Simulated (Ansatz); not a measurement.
**Cl2F2HOTa···H2: density, localisation and related maps**

The calculation's input:

```
crystal:
  periodic: [false, false, false]
  atoms:
    - { symbol: Ta, position_ang: [-0.171623, 0.101339, -0.079761] }
    - { symbol: F, position_ang: [1.717721, 0.228304, -0.241866] }
    - { symbol: O, position_ang: [0.051875, -0.342179, 1.704689] }
    - { symbol: H, position_ang: [0.237432, -0.632736, 2.581617] }
    - { symbol: Cl, position_ang: [-0.212979, 0.579001, -2.394337] }
    - { symbol: F, position_ang: [-1.089741, 1.655048, 0.303621] }
    - { symbol: Cl, position_ang: [-1.598816, -1.703227, -0.406736] }
    - { symbol: H, position_ang: [1.38387, -2.404294, -0.651155] }
    - { symbol: H, position_ang: [1.847661, -1.867155, -0.607171] }
basis:
  gaussian: { orbitals: def2-SVP }
hamiltonian:
  xc: hf
relax:
  f_tol: 0.03
  max_steps: 50
output:
  orbitals: {}
```

Launched as:

```sh
ansatz run input.yaml --threads 2 --pin off --max-ram 3072MiB --backend cpu --events-out ev --progress --plain --runs-dir out
```

The fields are those of the run's last geometry, not of the input's.

Core potentials replace the inner electrons of Ta.

Method: RHF/def2-SVP in Ansatz.

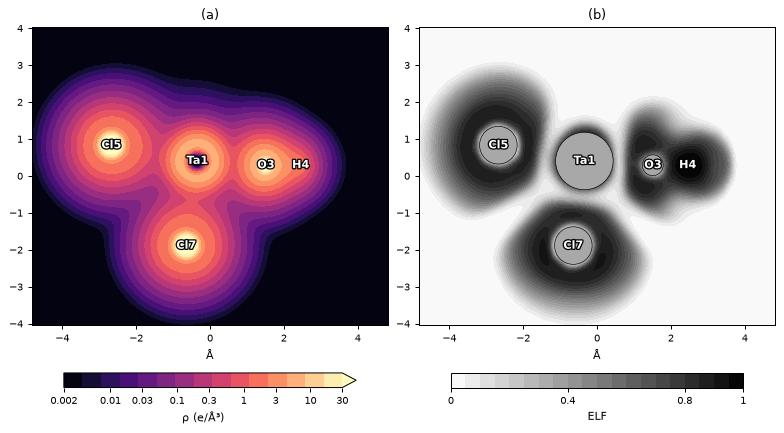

Figure 1. (a) electron density; (b) electron localisation function on the plane of atoms Cl5, Ta1 and Cl7. Grey discs cover the atomic cores in the ELF map.

Q: Interpret the plot.

A:
- The section cuts through Ta, O, H and Cl sites.
- Ta–O (1.86 Å): ρ is about 1 e/Å³ halfway; the ELF peaks at about 0.80 in the valence shell of O, 0.5 Å from its nucleus, and drops to about 0.20 between the two atoms.
- Ta–Cl (2.31 Å): the density is about 0.68 e/Å³ at the midpoint; the ELF peaks at about 0.85 in the valence shell of Cl, 0.8 Å from its nucleus, and is about 0.45 at the midpoint.
- Ta–Cl (2.37 Å): the density is about 0.59 e/Å³ at the midpoint; the ELF peaks at about 0.85 in the valence shell of Cl, 0.9 Å from its nucleus, and is about 0.35 at the midpoint.
- O–H (0.94 Å): ρ is about 3.9 e/Å³ halfway; the ELF climbs to about 1 towards the hydrogen, as it does in any bond to H: a covalent bond by its length.

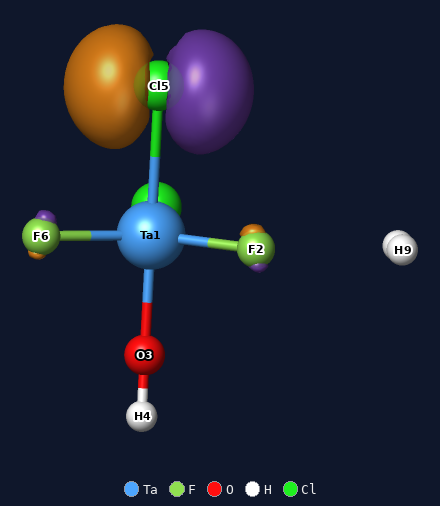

Figure 2. The HOMO−1 at ±0.2 Å⁻³ᐟ² (orange and purple are the two phases), seen at a tilt.

Q: What is the character of this orbital?

A: Its weight (Hirshfeld) is mainly on Cl5 (about 90 %); largely a lone pair of Cl5. Its energy is −12.50 eV.

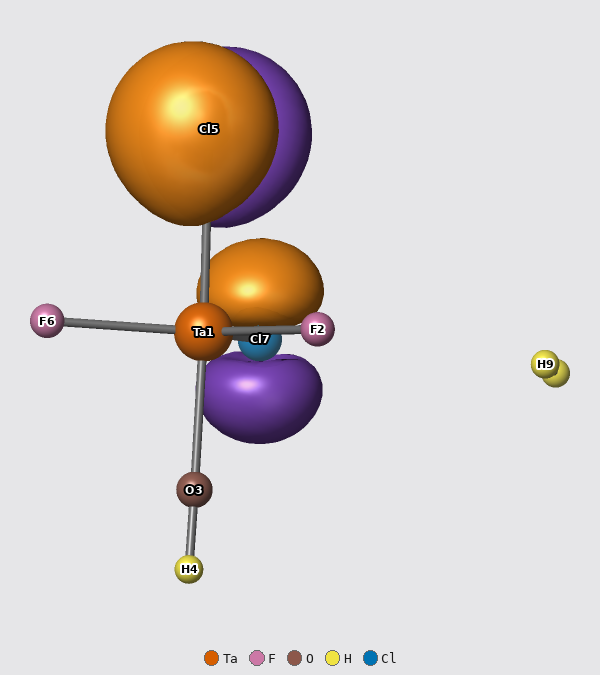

Figure 3. The HOMO at ±0.15 Å⁻³ᐟ² (orange and purple are the two phases), seen across its widest extent.

Q: Describe this orbital and give its energy.

A: It lies mainly on Cl5 (about 70 %) and Cl7 (about 20 %); largely a lone pair of Cl5. Its energy is −12.30 eV.
